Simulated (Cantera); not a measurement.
Charge: 1 mol Si₂Cl₆, 1.4 mol HCl, 330 mol H₂, 0.058 mol CH₄, equilibrated at 1.00 Torr.

Method: chemical equilibrium by Gibbs-energy minimisation in Cantera with the NASA 1993 tables (ideal gas, pure condensed phases). Candidate condensed phases: C, C₆H₆, C₇H₈, C₈H₁₈, Si, SiC; 109 gas species. The feed counts by its element totals alone. Mutual solubility and eutectic melting of coexisting phases are not modelled. The tables' values for SiCl₃, SiCl are old estimates; treat these amounts as uncertain. Gases not in the tables: Si₂H₆ and higher silanes. Kinetics and transport are ignored.

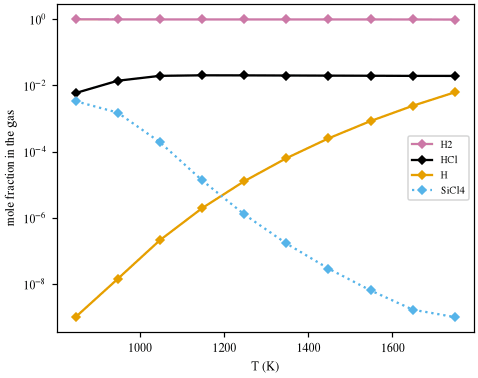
Equilibrium gas composition (values under 1e-9 drawn at 1e-9)

From 848 K to 1648 K the condensed part is Si(s) + SiC(s). At 1748 K the condensed part is Si(l) + SiC(s). The main Si-bearing gas is SiCl₄ at 848 K and SiCl₂ at 1748 K. The share of Si in condensed phases is highest at 1148 K (83.8 %) and lowest at 848 K (27.4 %).
